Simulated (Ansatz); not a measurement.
## Single-point calculation, with input and output: Cu (charge −1)

- system: Cu (slab, 13 atoms in the cell, total charge −1)
- method: DFT, LDA, plane waves, PAW, PAW set soft_1 (Ansatz 0.2.0)

The structure derives from an entry of the Crystallography Open Database.

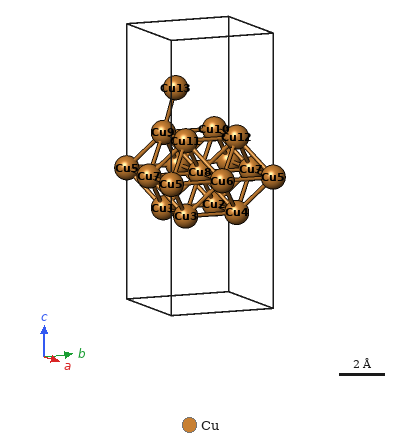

Figure 1. The input geometry (ball-and-stick view of the cell of the calculation, with the vacuum cut short, seen slightly off an axis; atoms are numbered from 1 in the order of the input). An atom can appear more than once, as a periodic image. Near neighbours in the periodic cell (some may lie outside the picture): Cu has 8 Cu at 2.45 to 2.49 Å; Cu has 12 Cu at 2.45 to 2.49 Å; Cu has 9 Cu at 2.14 to 2.49 Å; Cu has 1 Cu at 2.14 Å.

The input:
```yaml
crystal:
  lattice:
    - [4.9751540563, 0.0, 0.0]
    - [0.0, 4.9751540563, 0.0]
    - [0.0, 0.0, 18.9178854445]
  atoms:
    - { symbol: Cu, position: [0.25, 0.25, 0.2114401217], spin: 4.0 }
    - { symbol: Cu, position: [0.25, 0.75, 0.2114401217], spin: -1.0 }
    - { symbol: Cu, position: [0.75, 0.25, 0.2114401217], spin: 4.0 }
    - { symbol: Cu, position: [0.75, 0.75, 0.2114401217], spin: 1.0 }
    - { symbol: Cu, position: [0.0, 0.0, 0.3017752139], spin: 4.0 }
    - { symbol: Cu, position: [0.0, 0.5, 0.3017752139], spin: 0.5 }
    - { symbol: Cu, position: [0.5, 0.0, 0.3017752139], spin: -2.0 }
    - { symbol: Cu, position: [0.5, 0.5, 0.3017752139], spin: 2.0 }
    - { symbol: Cu, position: [0.25, 0.25, 0.3921096502], spin: 4.0 }
    - { symbol: Cu, position: [0.25, 0.75, 0.3921096502], spin: -2.0 }
    - { symbol: Cu, position: [0.75, 0.25, 0.3921096502], spin: -0.5 }
    - { symbol: Cu, position: [0.75, 0.75, 0.3921096502], spin: -4.0 }
    - { symbol: Cu, position: [0.3333333333, 0.3333333333, 0.5011496025], spin: 2.0 }
basis:
  ecutwfc: 420
kpoints:
  mp_grid: { grid: [6, 6, 1] }
hamiltonian:
  xc: lda
  pseudopotentials: { kind: paw, azcp: { folder: soft_1 } }
scf:
  occupations: { method: gaussian, width: 0.1 }
output:
  forces: true
  eigenvalues: true
efield:
  axis: 3
  dipole_correction: true
  ramp_width: 0.04
magnetization:
  spin_polarized: true
total_charge: -1
```

Hardware: 4 threads of Arm Neoverse N1, 98 GiB of memory available, shared host.

Launched with:
```bash
ansatz run input.yaml --threads 4 --pin off --max-ram 12288MiB --backend cpu --events-out ev --progress --plain --runs-dir out
```

Output:
```
Error: efield: with total_charge ≠ 0 without external_charges — the saw-weighted dipole of a charged cell depends on the ramp position (the isolated-slab reference a dipole correction restores does not exist for a charged slab), so the field energy is ill-defined under the jellium convention; neutralise the cell or drop the efield: block, which crystal.periodic lets a charged slab do
```

Outcome:

| quantity | value |
| --- | --- |
| outcome | refused by the program |

What went wrong:

Settings chosen away from the usual ones: magnetization set to {"spin_polarized": true}; total_charge set to -1. The program refused the input: “efield: with total_charge ≠ 0 without external_charges — the saw-weighted dipole of a charged cell depends on the ramp position (the isolated-slab reference a dipole correction restores does not exist for a charged slab), so the field energy is ill-defined under the jellium convention …”
